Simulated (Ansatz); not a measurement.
BSiH$_{5}$O and related structures: several calculations on one system

Part 1: Relaxation

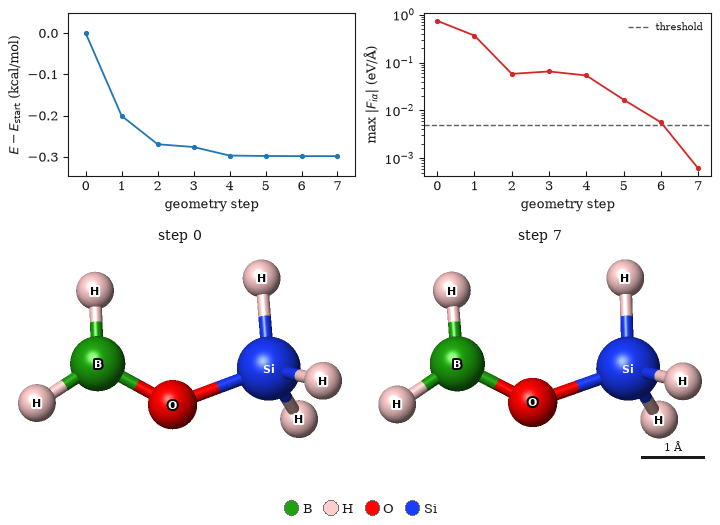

First and last geometry of a relaxation of BSiH₅O, with the history of the run. A ball-and-stick model, seen at a tilt.

It is one of the separated products of a reaction.

All numbers below come from RKS PBE0-D4/def2-TZVP in Ansatz 0.2.0. Set-up: force threshold 0.005 eV/Å; at most 200 steps.

**Did the run converge, and what did it change?**

It converged. An H atom moves most after the best rigid fit: 0.060 Å. By element the largest moves are H 0.060 Å, O 0.035 Å, Si 0.009 Å, B 0.006 Å. Some distances before and after: O–Si 1.681 → 1.658 Å, B–O 1.357 → 1.346 Å, B–H 1.200 → 1.204 Å. Bond angles that change, for instance: B–O–Si 129.7° → 132.3°. Over 7 geometry steps the energy falls by 0.30 kcal/mol. Largest force component: 0.75 eV/Å at the start, 0.00061 eV/Å at the end. The run took about 26 core-seconds on a shared host.

Part 2: Relaxation

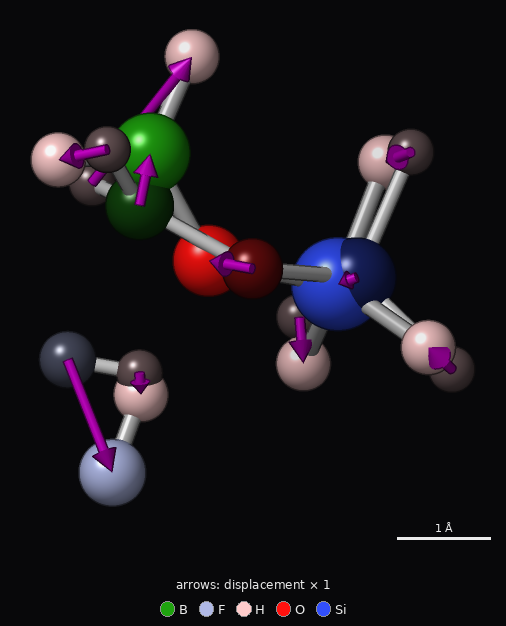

A relaxation of BSiH6OF (started from a transition state, displaced along its imaginary mode). The starting structure is drawn faded, the final one solid; purple arrows show the displacements, at their true length. The two geometries are superimposed by the best rigid fit.

Style: ball-and-stick. Shown at a tilt.

The calculation used RKS PBE0-D4/def2-TZVP (Ansatz 0.2.0). Settings: force threshold 0.005 eV/Å; at most 200 steps.

Atoms of which element are displaced furthest, and by how much?

Answer. Hydrogen: up to 1.86 Å, against 1.32 Å for fluorine.

What did the optimiser do to the structure, and how much energy did it gain?

Answer. The energy falls by 143.5 kJ/mol in 36 accepted moves (44 points after the start). Largest force component: 13 eV/Å at the start, 0.0031 eV/Å at the end. The line search rejected the trial steps at points 6, 10, 14, 21, 24, 27, 34, 41 of the run. The largest move after the best rigid fit is that of an H atom, 1.86 Å. Largest moves by element: H 1.86 Å, F 1.32 Å, O 0.60 Å, B 0.58 Å, Si 0.23 Å. Near-neighbour distances that change, for instance: B–F 1.870 → 3.513 Å, F–H 0.787 → 0.936 Å, O–Si 1.636 → 1.681 Å, B–O 1.392 → 1.357 Å. Bond angles that change, for instance: O–Si–H 111.0° → 107.2°, H–B–H 119.6° → 123.0°, B–O–Si 127.5° → 129.7°. Groups turn about O–Si by about 70°, B–O by about 30°.

Part 3: Reaction

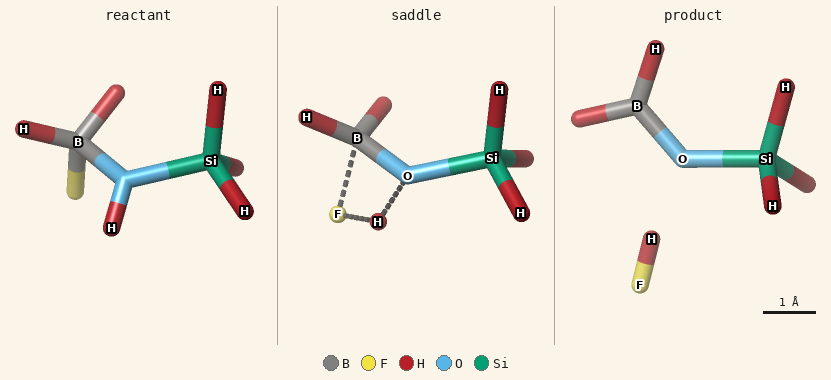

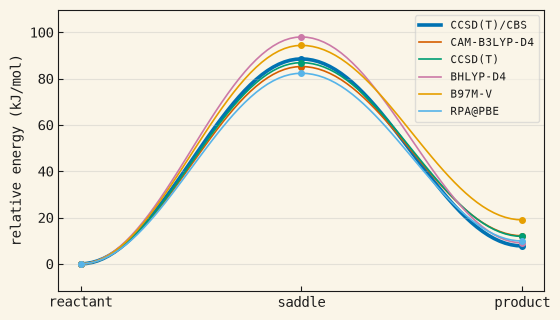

A reaction step of BSiH$_{6}$OF, with its energy diagram. The picture is a stick view, seen at a tilt. Dashed sticks mark bonds that form or break.

Stationary points at PBE0-D4/def2-TZVP, single-point energies with CCSD(T)/CBS, CAM-B3LYP-D4, CCSD(T), BHLYP-D4, B97M-V, RPA@PBE (def2-TZVPP where no basis is named; Ansatz 0.2.0). The energies are electronic, without zero-point or thermal terms, and both ends are the minima reached downhill from the saddle, with any fragments still in contact. CCSD(T)/CBS stands for a frozen-core estimate: MP2 correlation extrapolated from def2-TZVPP and def2-QZVPP, CCSD(T) minus MP2 from the smaller set.

What happens, and what does it cost?

Counted by bonded pieces, the reactant holds SiBH₆OF and the product holds HF + SiBH₅O. From the reactant over the saddle to the product, a bond forms: F–H (2.52 → 1.10 → 0.94 Å). Bonds break: B–F (1.38 → 1.64 → 3.51 Å), H–O (0.96 → 1.28 → 1.73 Å). Bonds that stay but change much: B–O (1.68 → 1.51 → 1.36 Å). The saddle has one imaginary mode, 876i cm⁻¹. With CCSD(T)/CBS the barrier is 88.5 kJ/mol from the reactant and 80.7 kJ/mol from the product, and the product lies 7.7 kJ/mol above the reactant.

```tsv
level	barrier from the reactant (kJ/mol)	barrier from the product (kJ/mol)	the product less the reactant (kJ/mol)
CCSD(T)/CBS	88.5	80.7	7.7
CAM-B3LYP-D4	85.2	73.1	12.1
CCSD(T)	86.9	75.0	11.9
BHLYP-D4	98.0	88.9	9.1
B97M-V	94.3	75.3	19.0
RPA@PBE	82.3	72.4	9.9
```

Against CCSD(T)/CBS, CCSD(T) comes closest on the barrier from the reactant (−1.6 kJ/mol) and BHLYP-D4 misses most (+9.5 kJ/mol).
